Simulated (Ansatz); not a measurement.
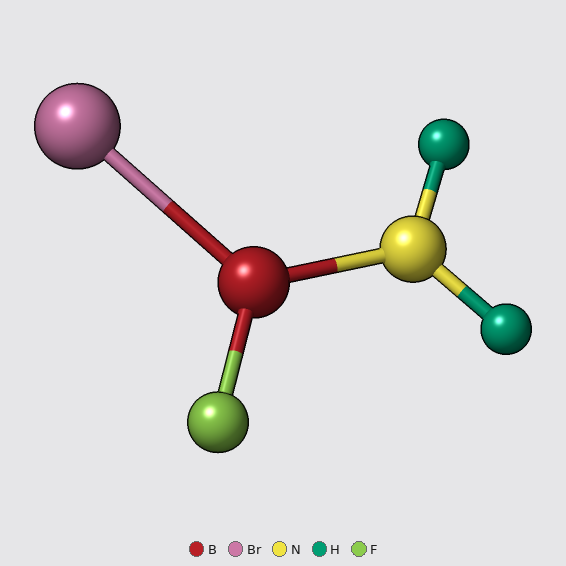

Rendered structure (ball-and-stick style). Every bond is drawn as one stick, whatever its order.

The computed structure is the end point of a PBE0-D4/def2-TZVP optimisation.

Count the atoms of each element.

Answer. BBrFH₂N, 6 atoms: 1 boron, 1 bromine, 1 fluorine, 2 hydrogen and 1 nitrogen.

Give the symmetry (Schoenflies symbol).

Answer. Cs.

The parts below concern this one geometry. Atoms keep their numbers from picture to picture.

**Shape**

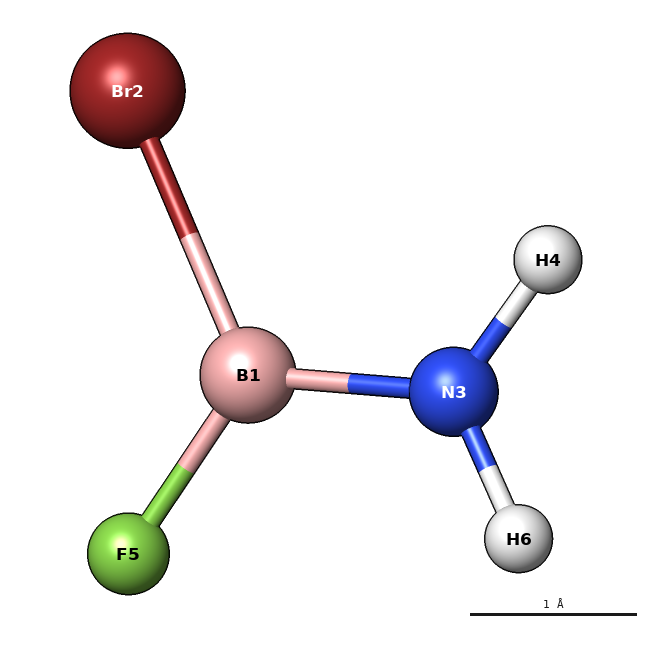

The atoms are numbered.

What is the geometry at N3?

Answer. N3 has 3 neighbours (B1 at 1.39, H4 at 1.00, H6 at 1.01 Å); the arrangement is trigonal planar.

How are the neighbours of atom 1 arranged?

Answer. B1 has 3 neighbours (Br2 at 1.93, N3 at 1.39, F5 at 1.33 Å); the arrangement is trigonal planar.

**Thermal motion**

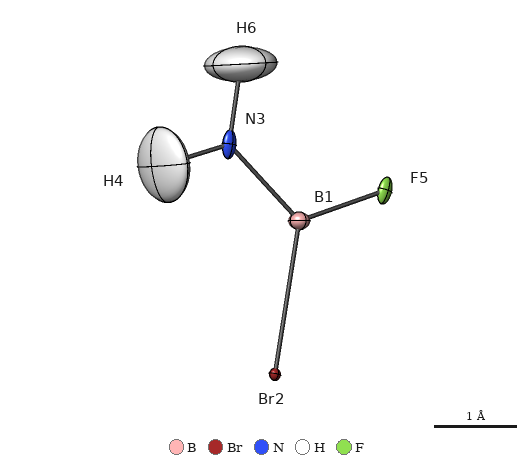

Displacement ellipsoids at the 50 % level, enlarged 1.5 times, from the internal vibrations of the free molecule (harmonic, no overall translation or rotation; no half-axis is drawn under 0.075 Å). Vibrations computed with RKS PBE0-D4/def2-TZVP (Ansatz 0.2.0). Temperature: 600 K.

List U_eq and the three principal root-mean-square amplitudes for each kind of atom.

```
atom  U_eq (Å²)   rms amplitudes (Å)
  B1     0.0032  0.047, 0.057, 0.065
 Br2    0.00025  0.003, 0.014, 0.023
  N3     0.0029  0.032, 0.042, 0.077
  H4     0.0323  0.078, 0.201, 0.225
  F5     0.0024  0.015, 0.041, 0.074
  H6     0.0321  0.095, 0.175, 0.238
```

**Electronic properties**

Level of theory: RKS PBE0-D4/def2-TZVP (Ansatz 0.2.0).

Computed properties:

- dipole moment: 2.89 D
- harmonic zero-point energy: 91.8 kJ/mol

**Charges**

The questions are on Mulliken charges. Level of theory: RKS PBE0-D4/def2-TZVP (Ansatz 0.2.0).

Which atom carries the highest charge (most positive or least negative)?

Answer. B1 (0.33 e).

And the lowest?

Answer. N3 (−0.44 e).

List the Mulliken charges.

| atom | value (e) |
| --- | --- |
| B1 | 0.33 |
| Br2 | −0.16 |
| N3 | −0.44 |
| H4 | 0.25 |
| F5 | −0.24 |
| H6 | 0.25 |

Mulliken values depend strongly on the basis set and can even reverse the polarity of a bond.
